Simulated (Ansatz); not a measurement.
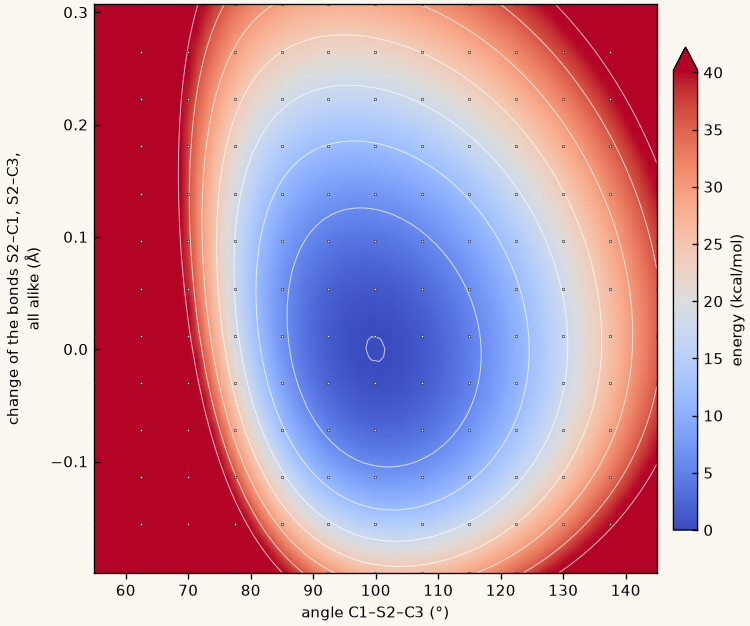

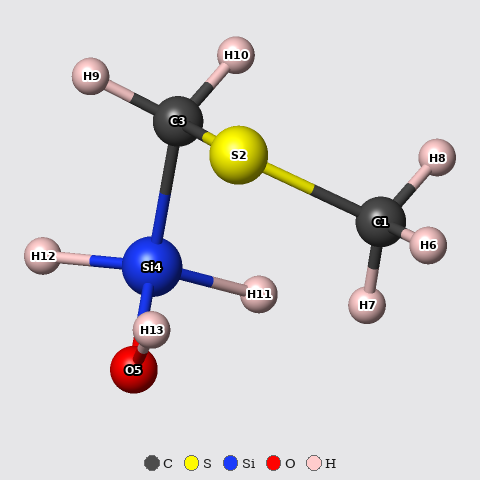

Energy landscape of C₂H₈OSSi, SMILES CSC[SiH2]O. The first coordinate is: angle C1–S2–C3; the second: change of the bonds S2–C1, S2–C3, all alike. Nothing is relaxed (all other coordinates rigid). Grid: 13 × 13 points. Points are written as (first, second). All energies are given in kcal/mol relative to the lowest grid point. The calculation used RKS SPW92 (LDA)/def2-SVP (Ansatz 0.2.0).

In the figure: a smooth colour map with a few white contour lines, dots at the grid points, one colour for all values above the top of the scale. Between grid points the surface is interpolated. The second picture is the structure at the lowest point.

Q: Summarise what can be read from the map.

A: The lowest grid point is at (99.9°, 0.012 Å). It is the only kind of minimum in the scanned range. The highest grid point, (54.9°, −0.199 Å), lies 341 kcal/mol above the lowest. Round the minimum the two coordinates are weakly coupled (coupling 0.14 in units of the two stiffnesses).

The values on the grid:

```csv
"second ↓, first →",54.9,62.4,69.9,77.4,84.9,92.4,99.9,107.4,114.9,122.4,129.9,137.4,144.9
0.307,120,68,45,34,29,28,28,30,33,38,43,49,57
0.265,125,68,42,30,24,22,22,24,27,32,37,44,52
0.223,131,68,39,25,19,17,17,19,22,27,32,39,47
0.181,138,70,37,22,15,12,12,14,17,22,28,35,43
0.138,148,73,37,19,11,8,7,9,12,17,24,31,40
0.096,160,77,37,18,8,4,4,5,9,14,20,28,37
0.054,174,84,40,18,7,2,1,3,6,11,18,26,35
0.012,192,93,44,19,7,1,0,1,5,10,17,26,35
−0.030,213,104,50,23,9,2,0,2,5,11,18,26,36
−0.072,237,119,59,28,13,5,3,4,7,13,20,29,39
−0.114,266,137,71,37,19,10,7,8,11,17,24,33,44
−0.156,300,160,87,48,29,19,15,15,18,24,32,41,51
−0.199,341,189,107,65,42,31,26,26,29,35,43,52,63
```

The input of one point:

```yaml
crystal:
  periodic: [false, false, false]
  atoms:
    - { symbol: C, position_ang: [-1.516327, 0.885355, 0.628979] }
    - { symbol: S, position_ang: [0.220808, 1.301359, 0.934278] }
    - { symbol: C, position_ang: [0.970569, -0.354514, 0.79083] }
    - { symbol: Si, position_ang: [0.749834, -1.002394, -0.982554] }
    - { symbol: O, position_ang: [0.599071, 0.365686, -1.90979] }
    - { symbol: H, position_ang: [-2.094736, 1.828608, 0.708113] }
    - { symbol: H, position_ang: [-1.655042, 0.468869, -0.393486] }
    - { symbol: H, position_ang: [-1.898885, 0.169607, 1.387641] }
    - { symbol: H, position_ang: [2.052645, -0.204062, 1.001039] }
    - { symbol: H, position_ang: [0.577352, -1.034736, 1.579688] }
    - { symbol: H, position_ang: [-0.482987, -1.868122, -1.071903] }
    - { symbol: H, position_ang: [1.940888, -1.82628, -1.393214] }
    - { symbol: H, position_ang: [0.551024, 1.137843, -1.28042] }
basis:
  gaussian: { orbitals: def2-SVP }
hamiltonian:
  xc: lda
output:
  forces: true
```

Each point was launched as `ansatz run input.yaml --threads 1 --pin off --max-ram 2560MiB --backend cpu --events-out ev --progress --plain --runs-dir out`. Time for the 169 points that were run: 11 min on 1 thread of Arm Neoverse V1, on a shared host.
